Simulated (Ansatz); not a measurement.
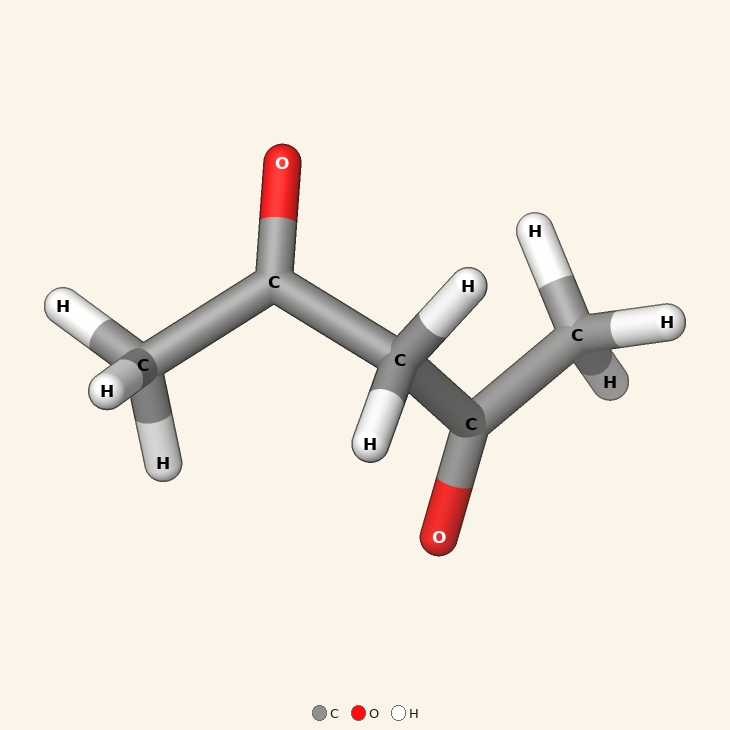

The structure as it stands in the input.

Ansatz 0.2.0 input:

```yaml
crystal:
  periodic: [false, false, false]
  atoms:
    - {symbol: C, position_ang: [-2.033166, -0.013416, -0.277370]}
    - {symbol: C, position_ang: [-0.953479, 0.318819, 0.512176]}
    - {symbol: O, position_ang: [-0.854854, 1.292567, 1.032394]}
    - {symbol: C, position_ang: [0.065911, -0.639900, 0.587536]}
    - {symbol: C, position_ang: [0.955907, -0.375296, -0.462189]}
    - {symbol: C, position_ang: [1.978196, 0.503515, -0.175650]}
    - {symbol: O, position_ang: [0.801619, -0.826243, -1.462882]}
    - {symbol: H, position_ang: [-2.540308, -0.768949, 0.153226]}
    - {symbol: H, position_ang: [-2.637629, 0.776076, -0.393721]}
    - {symbol: H, position_ang: [-1.710554, -0.351940, -1.168325]}
    - {symbol: H, position_ang: [0.520130, -0.544943, 1.476415]}
    - {symbol: H, position_ang: [-0.300537, -1.564764, 0.461874]}
    - {symbol: H, position_ang: [2.610016, 0.076225, 0.481362]}
    - {symbol: H, position_ang: [1.605042, 1.323371, 0.272776]}
    - {symbol: H, position_ang: [2.473560, 0.748233, -1.010483]}
basis:
  gaussian: {orbitals: cc-pVDZ}
hamiltonian: {xc: {name: HSE06}}
correlation: {method: rpa}
```

It was started with:

```sh
ansatz run in.yaml --threads 8 --pin off --events-out ev --progress --plain --max-ram 18278MiB
```

Result:

```
Functional definition: HSE06
  name "HSE06"
  cite "Heyd, Scuseria & Ernzerhof, J. Chem. Phys. 118, 8207 (2003) doi:10.1063/1.1564060"
  cite "Krukau, Vydrov, Izmaylov & Scuseria, J. Chem. Phys. 125, 224106 (2006) doi:10.1063/1.2404663"
  cite "Heyd & Scuseria, J. Chem. Phys. 120, 7274 (2004) doi:10.1063/1.1668634"
  cite "Ernzerhof & Perdew, J. Chem. Phys. 109, 3313 (1998) doi:10.1063/1.476928"
  cite "Perdew, Burke & Ernzerhof, Phys. Rev. Lett. 77, 3865 (1996) doi:10.1103/PhysRevLett.77.3865"
  parent pbe
  parameter a = 0.25
  parameter omega = 0.11/bohr
  # The whole range is PBE's own exchange, as in plane waves. The composition of these papers is wPBEh.
  exchange = pbe_x - a*pbe_x_sr(omega) + a*exact_x_sr(omega)
  correlation = pbe_c
1255 factors; integrals over basis functions are off by at most 6.7e-4 eV
111 factors; integrals over basis functions are off by at most 2.4e-7 eV
mean field evaluation 1: about -9382.9119 eV, gradient 7.3e1 eV
mean field evaluation 2: about -9383.5161 eV, gradient 7.3e1 eV
mean field evaluation 4: about -9394.5967 eV, gradient 1.1e1 eV
mean field evaluation 8: about -9394.8350 eV, gradient 9.4e-1 eV
mean field evaluation 16: about -9394.8368 eV, gradient 7.4e-5 eV
mean field -9394.83682409 eV, -345.2538852363 hartree, gradient 7.1e-6 eV, S^2 0.000000; 0 other end points of the search recorded, 0 dependent functions left out
7 core orbitals not correlated: weight in the atoms' cores, before any rotation towards them, 1.000 or more for the frozen orbitals, at most 0.000 for the correlated occupied ones
reference -9349.61378423 eV, -343.5919691745 hartree; 20, 20 occupied and 111, 111 virtual orbitals, 1255 factors
Total energy: -9389.45307461 eV, -345.0560360919 hartree
```

Self-consistency was reached.
